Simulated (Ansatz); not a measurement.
The starting structures come from a database of crystals and need not be the phases stable at ambient conditions.

 Where the default PAW files enter, the runs use the earlier of Ansatz's two default sets.

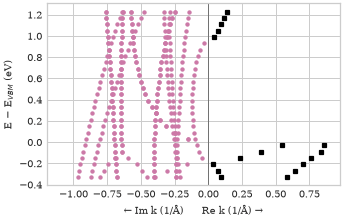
Figure: Complex bands at the centre of the two-dimensional zone; PBEsol (Ansatz, a program for electronic structure)

The gap is the functional's own, uncorrected, and κ follows it; spin-orbit coupling is left out. Mid-gap values are interpolated between the computed energies.

**Question.** This is GeS2 (P4_2/nmc, not sure to be the ambient phase, 6 atoms a cell, 22.0 Å³ an atom) along the normal of (100). Read off the slowest decay at the centre of the two-dimensional zone at 0.45 eV, the computed energy nearest the middle of the gap.

**Answer.** κ ≈ 0.12 1/Å, a decay length 1/(2κ) of the density of 4.3 Å.
